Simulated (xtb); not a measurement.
Run report: C3H8SSi, geometry relaxation (part 1 of 5)

C3H8SSi, SMILES C[SiH]1CCS1, computed with GFN2-xTB (xtb 6.7.1 later snapshot).

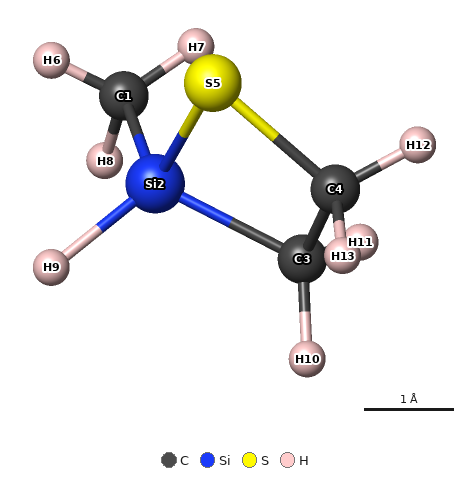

*The input geometry (ball-and-stick view, seen at a tilt; atoms are numbered from 1 in the order of the input).*

Bond lengths as drawn: C–C 1.52 Å, C–H 0.92 to 1.18 Å, C–S 1.85 Å, C–Si 1.89 to 1.92 Å, H–Si 1.55 Å and S–Si 2.05 Å.

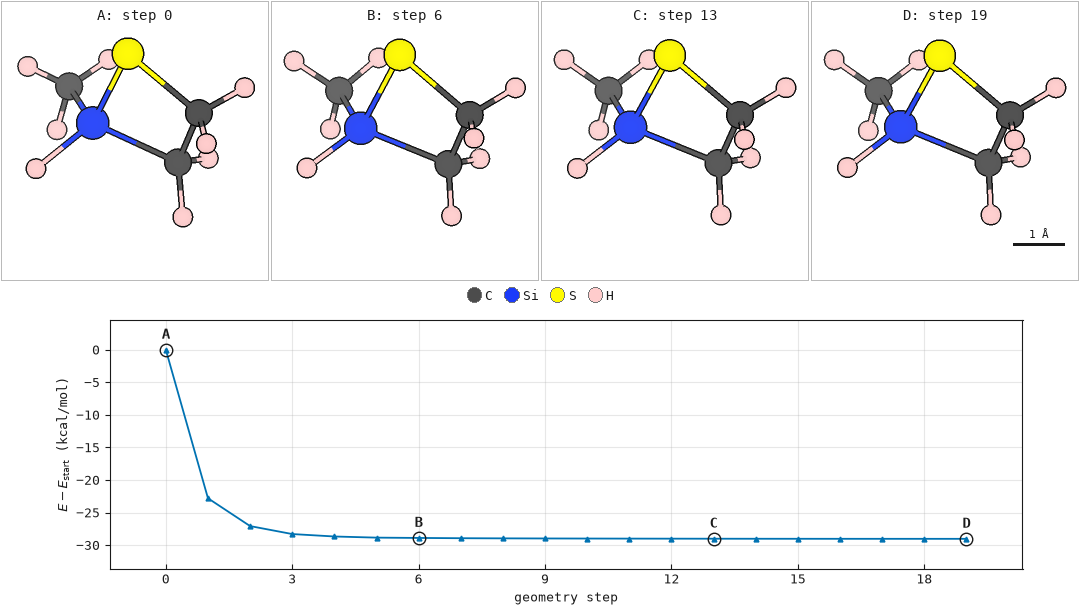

*Frames of the relaxation (ball-and-stick view, seen at a tilt) above the curves, on which the letters mark them (steps are counted from 0).*

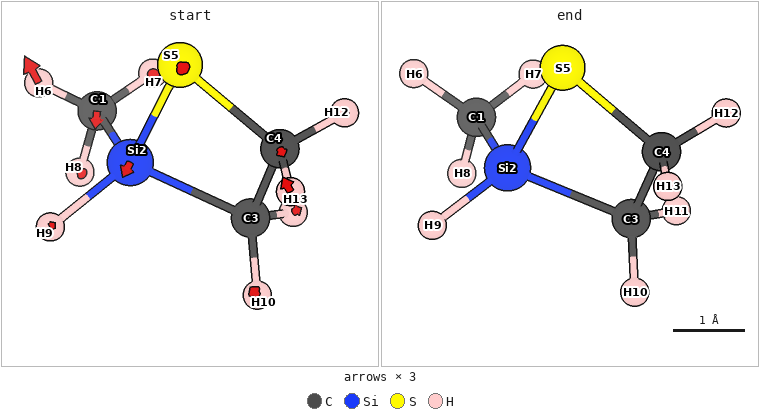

*Before (left) and after (right) the relaxation, at one scale (ball-and-stick view, seen at a tilt). The red arrows give the displacements, magnified 3 times.*

The energy falls by 29.0 kcal/mol in 19 geometry steps. The largest move after the best rigid fit is that of H6, 0.15 Å. By element the largest moves are H 0.15 Å, C 0.09 Å, Si 0.09 Å, S 0.09 Å. Distances before and after: C1–H6 0.922 → 1.085 Å, Si2–S5 2.053 → 2.163 Å, C1–H8 1.180 → 1.085 Å, Si2–H9 1.554 → 1.463 Å. Among the angles that change: H6–C1–H7 120.0° → 107.8°, H6–C1–H8 100.9° → 107.8°, S5–C4–H13 114.6° → 108.2°. (Atoms are counted from 1 in the order of the input.)

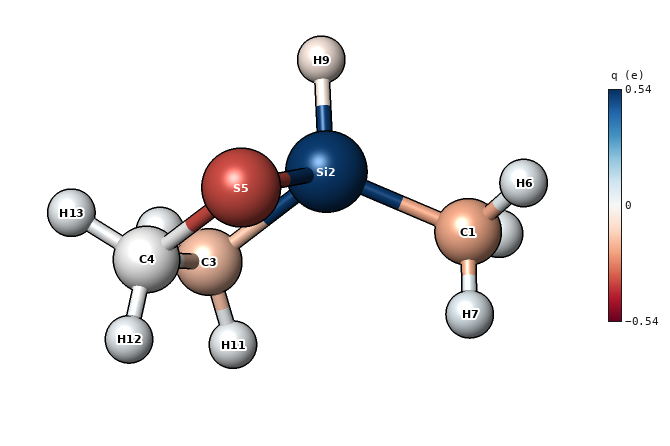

*Mulliken charges, as the colour of each atom (ball-and-stick view, seen at a tilt; atoms are numbered from 1 in the order of the input).*

By element: C −0.20 to 0.00, Si +0.52, S −0.35 and H −0.05 to +0.06 e.

The input that produced these results follows, with the program's output.

**Input file (struc.xyz)**
```
13

C     -1.44741    -1.16339     1.14258
Si    -0.08956     0.15197     0.81495
C      1.03011    -0.06353    -0.68961
C      0.58740     1.25397    -1.31570
S     -0.75563     1.82026    -0.17943
H     -1.94234    -0.88306     1.86807
H     -1.91321    -1.38471     0.26397
H     -0.96402    -2.15089     1.57157
H      0.72169     0.45256     2.10595
H      2.16890    -0.12410    -0.55911
H      0.77137    -0.89700    -1.28716
H      0.22994     1.16802    -2.31461
H      1.51332     1.94501    -1.34688
```

**File input.inp**
```
$opt
   hessian=swart
$end
```

Run as:
```bash
xtb struc.xyz -c 0 --input input.inp --gfn 2 --opt tight | tee struc.out
```

**The program's output**
```
* xtb version 6.7.1
   ID    Z sym.   atoms
    1    6 C      1, 3, 4
    2   14 Si     2
    3   16 S      5
    4    1 H      6-13

           -------------------------------------------------
          |                Calculation Setup                |
           -------------------------------------------------

          program call               : xtb struc.xyz -c 0 --input input.inp --gfn 2 --opt tight
          coordinate file            : struc.xyz
          omp threads                :                     1

molecular fragmentation (1/2 indicates fragments):
1111111121112
# atoms in fragment 1/2:    11     2
 fragment masses (1/2) :      102.23        2.02
CMA distance (Bohr)    :   2.917
constraining FC (au)   :  0.0500

           -------------------------------------------------
          |                 G F N 2 - x T B                 |
           -------------------------------------------------

      * Hamiltonian:
        H0-scaling (s, p, d)           1.850000    2.230000    2.230000
        zeta-weighting                 0.500000
      * Dispersion:
        s8                             2.700000
        a1                             0.520000
        a2                             5.000000
        s9                             5.000000
      * Repulsion:
        kExp                           1.500000    1.000000
        rExp                           1.000000
      * Coulomb:
        alpha                          2.000000
        third order                    shell-resolved
        anisotropic                    true
        a3                             3.000000
        a5                             4.000000
        cn-shift                       1.200000
        cn-exp                         4.000000
        max-rad                        5.000000

          ...................................................
          :                      SETUP                      :
          :.................................................:
          :  # basis functions                  40          :
          :  # atomic orbitals                  38          :
          :  # shells                           20          :
          :  # electrons                        30          :
          :  max. iterations                   250          :
          :  Hamiltonian                  GFN2-xTB          :
          :  restarted?                      false          :
          :  GBSA solvation                  false          :
          :  PC potential                    false          :
          :  electronic temp.          300.0000000     K    :
          :  accuracy                    1.0000000          :
          :  -> integral cutoff          0.2500000E+02      :
          :  -> integral neglect         0.1000000E-07      :
          :  -> SCF convergence          0.1000000E-05 Eh   :
          :  -> wf. convergence          0.1000000E-03 e    :
          :  Broyden damping             0.4000000          :
          :  net charge                          0          :
          :  unpaired electrons                  0          :
          ...................................................

 iter      E             dE          RMSdq      gap      omega  full diag
   1    -15.5110535 -0.155111E+02  0.615E+00    5.03       0.0  T
   2    -15.6225062 -0.111453E+00  0.283E+00    4.06       1.0  T
   3    -15.6360560 -0.135498E-01  0.261E+00    4.43       1.0  T
   4    -15.6507303 -0.146743E-01  0.957E-01    4.28       1.0  T
   5    -15.6518564 -0.112605E-02  0.642E-01    4.27       1.0  T
   6    -15.6525023 -0.645960E-03  0.197E-01    4.30       1.0  T
   7    -15.6525381 -0.357504E-04  0.106E-01    4.30       1.0  T
   8    -15.6525484 -0.102727E-04  0.309E-02    4.30       1.0  T
   9    -15.6525490 -0.591771E-06  0.170E-02    4.30       1.6  T
  10    -15.6525491 -0.100058E-06  0.635E-03    4.30       4.4  T
  11    -15.6525490  0.397372E-07  0.353E-03    4.30       7.9  T
  12    -15.6525491 -0.505893E-07  0.100E-03    4.30      27.6  T
  13    -15.6525491 -0.569777E-09  0.835E-04    4.30      33.2  T
  14    -15.6525491 -0.270864E-08  0.235E-04    4.30     117.9  T

   *** convergence criteria satisfied after 14 iterations ***

         #    Occupation            Energy/Eh            Energy/eV
      -------------------------------------------------------------
         1        2.0000           -0.7650601             -20.8183
       ...           ...                  ...                  ...
         9        2.0000           -0.4740746             -12.9002
        10        2.0000           -0.4655309             -12.6677
        11        2.0000           -0.4529193             -12.3246
        12        2.0000           -0.4291851             -11.6787
        13        2.0000           -0.4092437             -11.1361
        14        2.0000           -0.3992775             -10.8649
        15        2.0000           -0.3696888             -10.0597 (HOMO)
        16                         -0.2116130              -5.7583 (LUMO)
        17                         -0.1980521              -5.3893
        18                         -0.1592615              -4.3337
        19                         -0.1511710              -4.1136
        20                         -0.0752323              -2.0472
       ...                                ...                  ...
        38                          0.8257612              22.4701
      -------------------------------------------------------------
                  HL-Gap            0.1580759 Eh            4.3015 eV
             Fermi-level           -0.2906509 Eh           -7.9090 eV

 SCC (total)                   0 d,  0 h,  0 min,  0.008 sec
 SCC setup                      ...        0 min,  0.000 sec (  0.930%)
 Dispersion                     ...        0 min,  0.000 sec (  0.657%)
 classical contributions        ...        0 min,  0.000 sec (  0.140%)
 integral evaluation            ...        0 min,  0.001 sec ( 12.389%)
 iterations                     ...        0 min,  0.005 sec ( 60.059%)
 molecular gradient             ...        0 min,  0.002 sec ( 24.694%)
 printout                       ...        0 min,  0.000 sec (  0.942%)

         :::::::::::::::::::::::::::::::::::::::::::::::::::::
         ::                     SUMMARY                     ::
         :::::::::::::::::::::::::::::::::::::::::::::::::::::
         :: total energy             -15.429239320468 Eh    ::
         :: gradient norm              0.281654950324 Eh/a0 ::
         :: HOMO-LUMO gap              4.301464073622 eV    ::
         ::.................................................::
         :: SCC energy               -15.652533418486 Eh    ::
         :: -> isotropic ES            0.023094772373 Eh    ::
         :: -> anisotropic ES          0.002647074918 Eh    ::
         :: -> anisotropic XC          0.004970278018 Eh    ::
         :: -> dispersion             -0.008834999842 Eh    ::
         :: repulsion energy           0.223294098018 Eh    ::
         :: add. restraining           0.000000000000 Eh    ::
         :: total charge              -0.000000000000 e     ::
         :::::::::::::::::::::::::::::::::::::::::::::::::::::

      -----------------------------------------------------------
     |                   =====================                   |
     |                        A N C O P T                        |
     |                   =====================                   |
     |               Approximate Normal Coordinate               |
     |                Rational Function Optimizer                |
      -----------------------------------------------------------

          ...................................................
          :                      SETUP                      :
          :.................................................:
          :   optimization level             tight          :
          :   max. optcycles                   200          :
          :   ANC micro-cycles                  20          :
          :   degrees of freedom                33          :
          :.................................................:
          :   RF solver                   davidson          :
          :   write xtbopt.log                true          :
          :   linear?                        false          :
          :   energy convergence         0.1000000E-05 Eh   :
          :   grad. convergence          0.8000000E-03 Eh/α :
          :   maximum RF displ.          1.0000000          :
          :   Hlow (freq-cutoff)         0.1000000E-01      :
          :   Hmax (freq-cutoff)         5.0000000          :
          :   S6 in model hess.         20.0000000          :
          ...................................................

generating ANC from exact Hessian ...
Using Swart-Hessian
 Shifting diagonal of input Hessian by    0.0000000000000000
 Lowest  eigenvalues of input Hessian
    0.000000    0.000000    0.000000    0.000000    0.000000    0.000000
    0.036871    0.048079    0.093466    0.147681    0.158518    0.194145
    0.228615    0.240105    0.266081    0.271234    0.298780    0.333038
 Highest eigenvalues
    1.328771    1.425913    1.464469    1.576210    1.687672    2.087231

........................................................................
.............................. CYCLE    1 ..............................
........................................................................

 iter      E             dE          RMSdq      gap      omega  full diag
   1    -15.6525491 -0.156525E+02  0.400E-05    4.30       0.0  T
   2    -15.6525491 -0.314415E-12  0.273E-05    4.30    1015.8  T
   3    -15.6525491  0.383693E-12  0.123E-05    4.30    2249.6  T
     SCC iter.                  ...        0 min,  0.001 sec
     gradient                   ...        0 min,  0.002 sec
 * total energy  :   -15.4292393 Eh     change       -0.2946976E-10 Eh
   gradient norm :     0.2816549 Eh/α   predicted     0.0000000E+00 (-100.00%)
   displ. norm   :     0.2498245 α      lambda       -0.6485296E-01
   maximum displ.:     0.1361770 α      in ANC's #23, #25, #19, ...

........................................................................
.............................. CYCLE    2 ..............................
........................................................................
```
